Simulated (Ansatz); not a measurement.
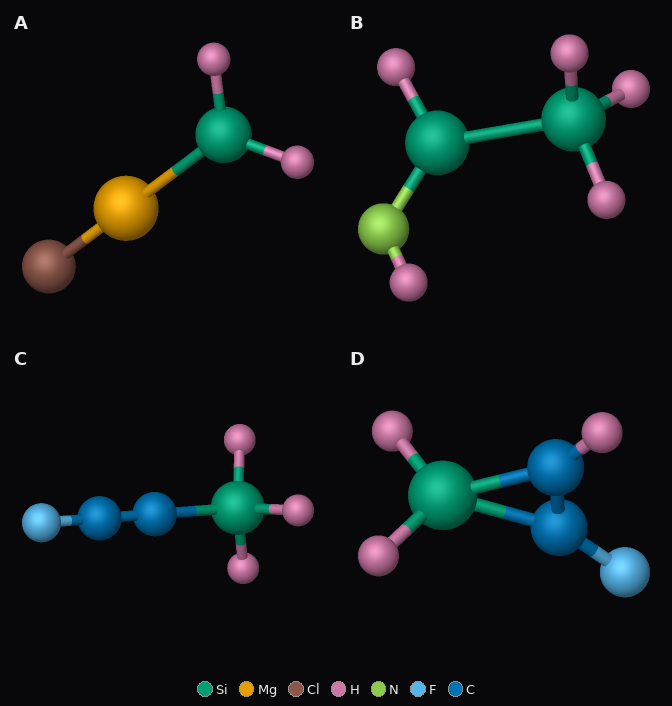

```sh
ansatz run in.yaml --threads 2 --pin off --events-out ev --progress --plain --max-ram 4352MiB
```

```yaml
crystal:
  periodic: [false, false, false]
  atoms:
    - {symbol: F, position_ang: [1.808211, -2.288673, 1.303114]}
    - {symbol: C, position_ang: [1.091867, -1.380542, 0.786530]}
    - {symbol: C, position_ang: [0.411554, -0.518019, 0.295940]}
    - {symbol: Si, position_ang: [-0.617758, 0.781699, -0.445150]}
    - {symbol: H, position_ang: [-1.542596, 0.175203, -1.433753]}
    - {symbol: H, position_ang: [-1.402487, 1.456548, 0.617521]}
    - {symbol: H, position_ang: [0.251210, 1.773785, -1.124213]}
basis:
  gaussian: {orbitals: def2-TZVPP}
hamiltonian: {xc: {name: B3LYP}, dispersion: d4}
```

Question: Which picture belongs to the input above?

Answer: C. The file holds C2H3FSi, `FC#C[SiH3]`.
